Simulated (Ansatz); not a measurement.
## SiNH₅OF: geometry relaxation (part 1 of 2)

The run: geometry relaxation of SiNH₅OF, multiplicity 2. Method and program: UKS PBE0/def2-SVP (Ansatz 0.2.0).

The input holds or restrains some coordinates. It belongs to a series of runs on one base structure; here: pulled along the bonds that form and break, towards end A. Figures and captions count atoms from 1; the log counts them from 0 in places.

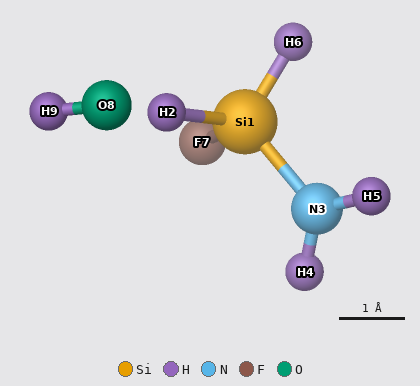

Figure 1. The starting structure (ball-and-stick view, seen at a tilt; atoms are numbered from 1 in the order of the input). Bond lengths as drawn: F–Si 1.59 Å, H–N 1.06 Å, H–O 1.01 Å, H–Si 1.46 to 1.71 Å and N–Si 1.82 Å.

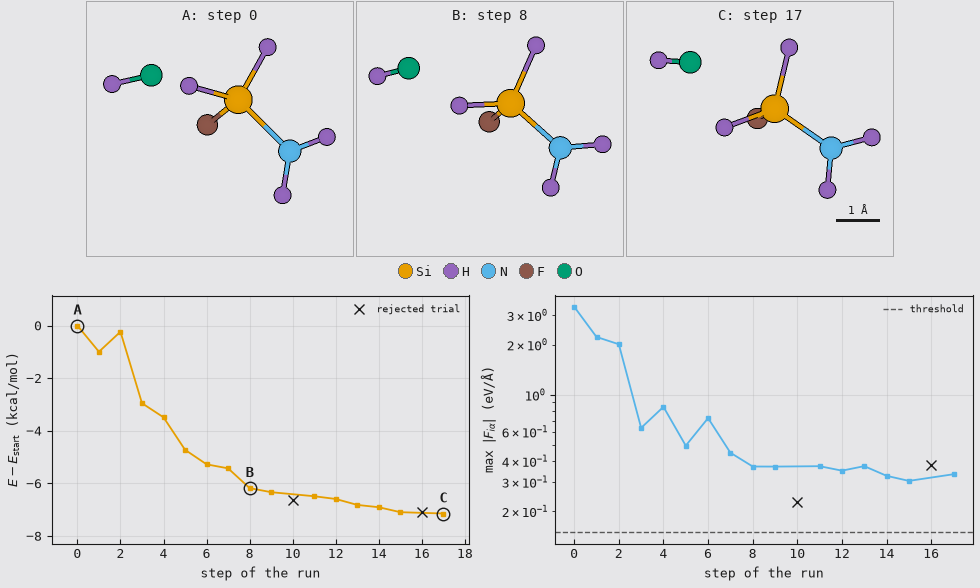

Figure 2. Frames of the restrained relaxation (ball-and-stick view, seen at a tilt) above the curves, on which the letters mark them (the first geometry is step 0 here and step 1 in the log).

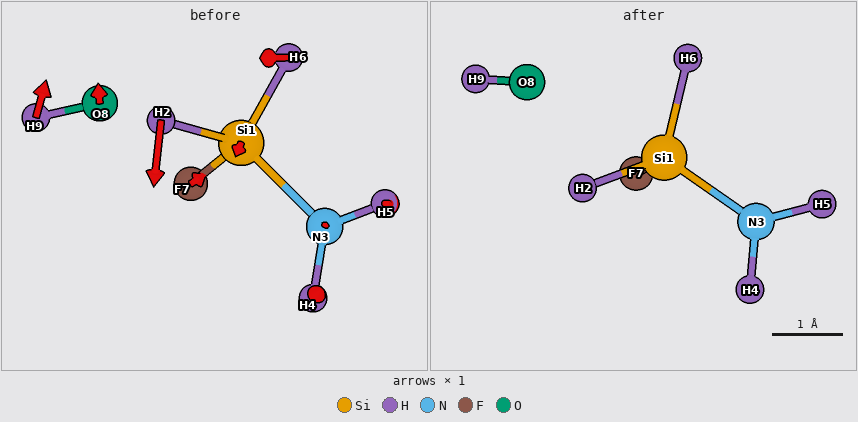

Figure 3. Before (left) and after (right) the restrained relaxation, at one scale (ball-and-stick view, seen at a tilt). The red arrows give the displacements, at true length. The largest move after the best rigid fit is that of H2, 1.04 Å. By element the largest moves are H 1.04 Å, O 0.33 Å, F 0.32 Å, Si 0.27 Å, N 0.09 Å. Among the contacts that change: Si1–H2 1.710 → 1.473 Å, Si1–N3 1.820 → 1.705 Å, N3–H4 1.060 → 1.013 Å, Si1–F7 1.589 → 1.634 Å. Among the angles that change: H4–N3–H5 120.0° → 111.9°, H2–Si1–H6 109.5° → 115.9°, N3–Si1–F7 109.5° → 114.6°. Over 17 geometry steps the energy falls by 7.14 kcal/mol. The largest force component goes from 3.4 to 0.33 eV/Å. The line search rejected the trial steps at points 10, 16 (counted from 0) and went back. (Atoms are counted from 1 in the order of the input.)

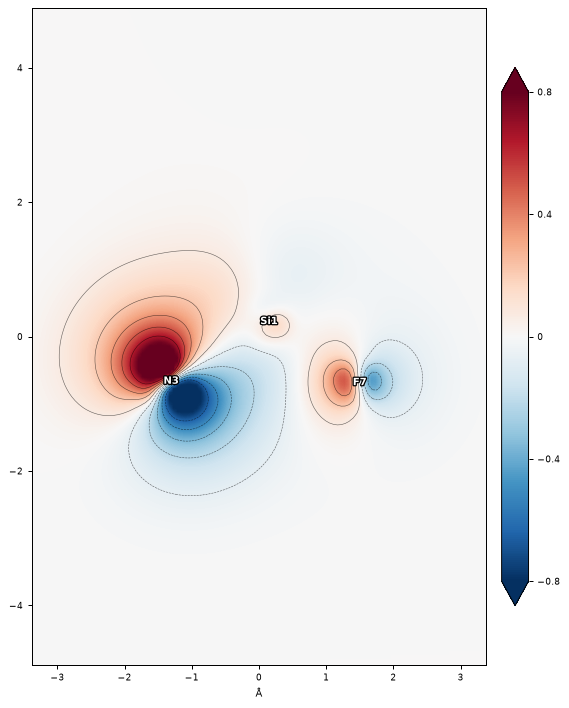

Figure 4. One frontier orbital on the plane of atoms N3, Si1 and F7 (values in Å⁻³ᐟ²; the overall sign is arbitrary). The HOMO (α), at −7.87 eV.

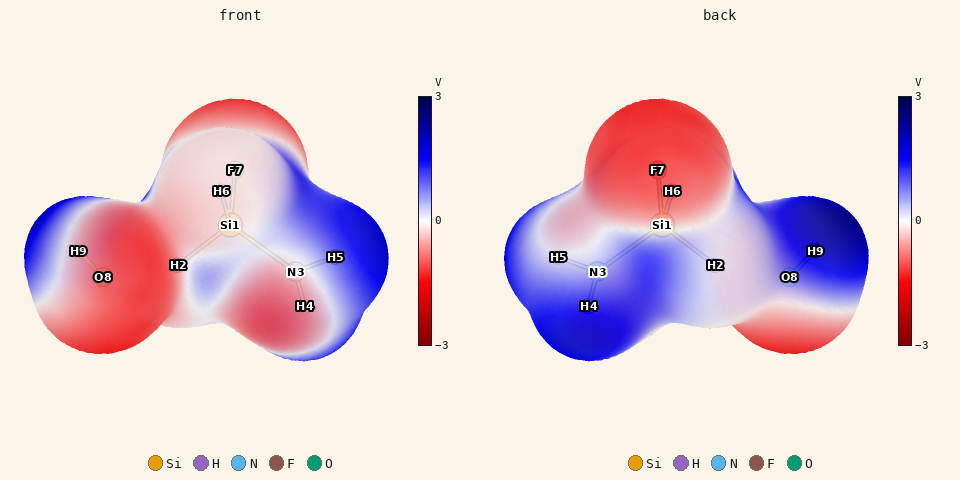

Figure 5. The molecular electrostatic potential painted on the density surface at 0.002 e/bohr³, seen at a tilt and from behind; red is negative and blue positive.

The input that produced these results follows, with the program's output.

### Input
```yaml
crystal:
  periodic: [false, false, false]
  atoms:
    - { symbol: Si, position_ang: [0.0, 0.0, 0.0] }
    - { symbol: H, position_ang: [0.0, 0.0, 1.71] }
    - { symbol: "N", position_ang: [1.7163, 0.0, -0.6061] }
    - { symbol: H, position_ang: [2.2145, -0.918, -0.7868] }
    - { symbol: H, position_ang: [2.2175, 0.918, -0.7783] }
    - { symbol: H, position_ang: [-0.6877, 1.1914, -0.4862] }
    - { symbol: F, position_ang: [-0.7489, -1.2974, -0.5295] }
    - { symbol: O, position_ang: [0.0, 0.0, 3.02] }
    - { symbol: H, position_ang: [-0.5144, -0.8011, 3.3571] }
magnetization:
  spin_polarized: true
  initial_magnetization: 1
basis:
  gaussian: { orbitals: def2-SVP }
hamiltonian:
  xc: pbe0
relax:
  f_tol: 0.15
  max_steps: 25
  restrain:
    - { distance: [1, 7], at: 2.21, k: 30.0 }
    - { distance: [0, 1], at: 1.46, k: 30.0 }
output:
  orbitals: {}
```

Launch command:
```bash
ansatz run input.yaml --threads 2 --pin off --max-ram 3072MiB --backend cpu --events-out ev --progress --plain --runs-dir out
```

### The program's output
```
The last accepted step is kept in [file] (removed where the run ends without a failure and the disk answers)
Engine: ansatz 0.2.0, aarch64-unknown-linux-gnu
Functional definition: PBE0
  parameter a = 0.25
  parameter kappa = 0.804
  parameter beta = 0.06672455060314922
  exchange = (1 - a)*pbe_x(kappa = kappa, mu = beta*pi^2/3) + a*exact_x
  correlation = pbe_c(beta = beta)
885 factors; integrals over basis functions are off by at most 4.1e-4 eV
mean field evaluation 1: about -14186.1178 eV, gradient 4.8e1 eV
mean field evaluation 2: about -14166.3523 eV, gradient 8.2e1 eV
mean field evaluation 4: about -14194.7717 eV, gradient 7.6e0 eV
mean field evaluation 8: about -14195.0102 eV, gradient 4.1e-1 eV
mean field evaluation 16: about -14195.0118 eV, gradient 1.3e-3 eV
mean field -14195.01178461 eV, -521.6570613598 hartree, gradient 2.0e-5 eV, S^2 0.758922; 0 other end points of the search recorded, 0 dependent functions left out
the calculation of the forces begins
reference -14195.01181001 eV, -521.6570622933 hartree; 22, 21 occupied and 63, 64 virtual orbitals, 885 factors
relax step   1: F+E_penalty+E_count = -14195.01178461 eV  Δ(F+E_penalty+E_count) = +0.000e0 eV  max|allowed force component| = 3.373e0 eV/Å  E_restraint = 13.08750000 eV  max|allowed force component, restraints' pulls added| = 3.299e1 eV/Å  Δτ_max = 0.0000 Å  (33 SCF iters, accepted)
  distance H 1 - O 7 = 1.3100 Å
  distance Si 0 - H 1 = 1.7100 Å
these checks for a lower state are left out or cut short: starts, cluster_reference, orbital_swaps, neighbouring_geometries, increment
885 factors; integrals over basis functions are off by at most 6.3e-4 eV
mean field -14195.05492856 eV, -521.6586468706 hartree, gradient 2.4e-5 eV, S^2 0.755117; 0 other end points of the search recorded, 0 dependent functions left out
[... from here on the field's lines of each further geometry are left out, up to the last ...]
relax step   2: F+E_penalty+E_count = -14195.05492856 eV  Δ(F+E_penalty+E_count) = -4.314e-2 eV  max|allowed force component| = 2.224e0 eV/Å  E_restraint = 4.10751870 eV  max|allowed force component, restraints' pulls added| = 1.695e1 eV/Å  Δτ_max = 0.1950 Å  (45 SCF iters, accepted)
relax step   3: F+E_penalty+E_count = -14195.02192741 eV  Δ(F+E_penalty+E_count) = +3.300e-2 eV  max|allowed force component| = 2.011e0 eV/Å  E_restraint = 0.47228821 eV  max|allowed force component, restraints' pulls added| = 5.021e0 eV/Å  Δτ_max = 0.1983 Å  (59 SCF iters, accepted)
relax step   4: F+E_penalty+E_count = -14195.13979196 eV  Δ(F+E_penalty+E_count) = -1.179e-1 eV  max|allowed force component| = 6.338e-1 eV/Å  E_restraint = 0.00042462 eV  max|allowed force component, restraints' pulls added| = 5.883e-1 eV/Å  Δτ_max = 0.1970 Å  (106 SCF iters, accepted)
relax step   5: F+E_penalty+E_count = -14195.16303788 eV  Δ(F+E_penalty+E_count) = -2.325e-2 eV  max|allowed force component| = 8.475e-1 eV/Å  E_restraint = 0.00320887 eV  max|allowed force component, restraints' pulls added| = 8.475e-1 eV/Å  Δτ_max = 0.1927 Å  (61 SCF iters, accepted)
relax step   6: F+E_penalty+E_count = -14195.21656157 eV  Δ(F+E_penalty+E_count) = -5.352e-2 eV  max|allowed force component| = 4.959e-1 eV/Å  E_restraint = 0.00409149 eV  max|allowed force component, restraints' pulls added| = 1.963e-1 eV/Å  Δτ_max = 0.2000 Å  (108 SCF iters, accepted)
relax step   7: F+E_penalty+E_count = -14195.24052607 eV  Δ(F+E_penalty+E_count) = -2.396e-2 eV  max|allowed force component| = 7.254e-1 eV/Å  E_restraint = 0.00246904 eV  max|allowed force component, restraints' pulls added| = 7.254e-1 eV/Å  Δτ_max = 0.1999 Å  (64 SCF iters, accepted)
relax step   8: F+E_penalty+E_count = -14195.24717201 eV  Δ(F+E_penalty+E_count) = -6.646e-3 eV  max|allowed force component| = 4.500e-1 eV/Å  E_restraint = 0.00303186 eV  max|allowed force component, restraints' pulls added| = 4.897e-1 eV/Å  Δτ_max = 0.0840 Å  (62 SCF iters, accepted)
relax step   9: F+E_penalty+E_count = -14195.27971186 eV  Δ(F+E_penalty+E_count) = -3.254e-2 eV  max|allowed force component| = 3.720e-1 eV/Å  E_restraint = 0.00255700 eV  max|allowed force component, restraints' pulls added| = 3.720e-1 eV/Å  Δτ_max = 0.2000 Å  (68 SCF iters, accepted)
relax step  10: F+E_penalty+E_count = -14195.28646234 eV  Δ(F+E_penalty+E_count) = -6.750e-3 eV  max|allowed force component| = 3.716e-1 eV/Å  E_restraint = 0.00222811 eV  max|allowed force component, restraints' pulls added| = 2.426e-1 eV/Å  Δτ_max = 0.0773 Å  (65 SCF iters, accepted)
relax step  11: F+E_penalty+E_count = -14195.29853319 eV  Δ(F+E_penalty+E_count) = -1.207e-2 eV  max|allowed force component| = 2.274e-1 eV/Å  E_restraint = 0.01643417 eV  max|allowed force component, restraints' pulls added| = 7.286e-1 eV/Å  Δτ_max = 0.1929 Å  (101 SCF iters, rejected (line search))
relax step  12: F+E_penalty+E_count = -14195.29313411 eV  Δ(F+E_penalty+E_count) = -6.672e-3 eV  max|allowed force component| = 3.736e-1 eV/Å  E_restraint = 0.00216811 eV  max|allowed force component, restraints' pulls added| = 1.394e-1 eV/Å  Δτ_max = 0.0964 Å  (57 SCF iters, accepted)
relax step  13: F+E_penalty+E_count = -14195.29764514 eV  Δ(F+E_penalty+E_count) = -4.511e-3 eV  max|allowed force component| = 3.512e-1 eV/Å  E_restraint = 0.00245971 eV  max|allowed force component, restraints' pulls added| = 3.287e-1 eV/Å  Δτ_max = 0.0992 Å  (93 SCF iters, accepted)
relax step  14: F+E_penalty+E_count = -14195.30743705 eV  Δ(F+E_penalty+E_count) = -9.792e-3 eV  max|allowed force component| = 3.739e-1 eV/Å  E_restraint = 0.01145988 eV  max|allowed force component, restraints' pulls added| = 6.437e-1 eV/Å  Δτ_max = 0.1426 Å  (97 SCF iters, accepted)
relax step  15: F+E_penalty+E_count = -14195.31124335 eV  Δ(F+E_penalty+E_count) = -3.806e-3 eV  max|allowed force component| = 3.271e-1 eV/Å  E_restraint = 0.00498750 eV  max|allowed force component, restraints' pulls added| = 3.749e-1 eV/Å  Δτ_max = 0.0764 Å  (93 SCF iters, accepted)
relax step  16: F+E_penalty+E_count = -14195.31942866 eV  Δ(F+E_penalty+E_count) = -8.185e-3 eV  max|allowed force component| = 3.050e-1 eV/Å  E_restraint = 0.00383175 eV  max|allowed force component, restraints' pulls added| = 1.993e-1 eV/Å  Δτ_max = 0.0910 Å  (59 SCF iters, accepted)
relax step  17: F+E_penalty+E_count = -14195.31846988 eV  Δ(F+E_penalty+E_count) = +9.588e-4 eV  max|allowed force component| = 3.773e-1 eV/Å  E_restraint = 0.00305588 eV  max|allowed force component, restraints' pulls added| = 4.186e-1 eV/Å  Δτ_max = 0.1028 Å  (92 SCF iters, rejected (line search))
the calculation of the forces begins
reference -14195.32162119 eV, -521.6684476440 hartree; 22, 21 occupied and 63, 64 virtual orbitals, 885 factors
```
